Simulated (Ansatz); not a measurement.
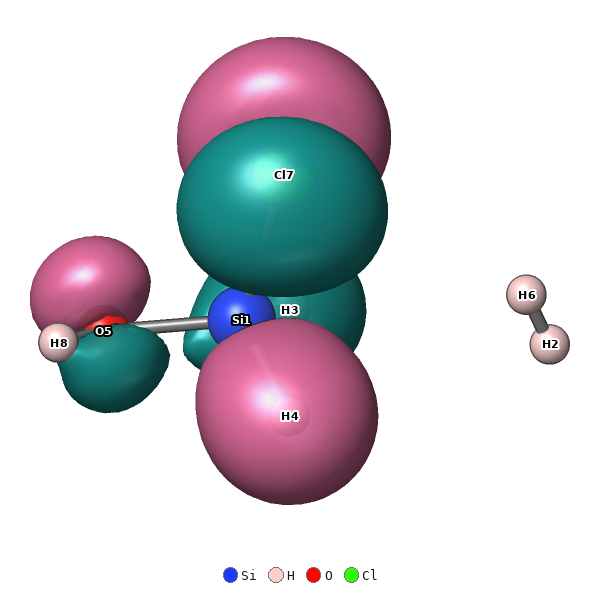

ClH₃OSi···H₂. One frontier orbital at ±0.08 Å⁻³ᐟ² (teal and pink are the two phases), seen at a tilt.

All numbers below come from RKS PBE-D4/def2-mTZVP in Ansatz.

```yaml
atoms:
  - { symbol: Si, position_ang: [-0.4484, 0.3462, -0.2445] }
  - { symbol: H, position_ang: [1.8477, -2.3877, 0.6085] }
  - { symbol: H, position_ang: [-0.0312, -0.4917, -1.3960] }
  - { symbol: H, position_ang: [-0.8525, -0.4496, 0.9504] }
  - { symbol: O, position_ang: [-1.6836, 1.2947, -0.8144] }
  - { symbol: H, position_ang: [2.0997, -1.6875, 0.7072] }
  - { symbol: Cl, position_ang: [1.1864, 1.4911, 0.3622] }
  - { symbol: H, position_ang: [-2.1182, 1.8844, -0.1732] }
```

> Which orbital is it: HOMO or LUMO?

The HOMO, at −7.52 eV. Its weight (Hirshfeld) is mainly on Cl7 (about 60 %), Si1 (about 15 %), H4 (about 10 %), H3 (about 10 %) and O5 (about 5 %).
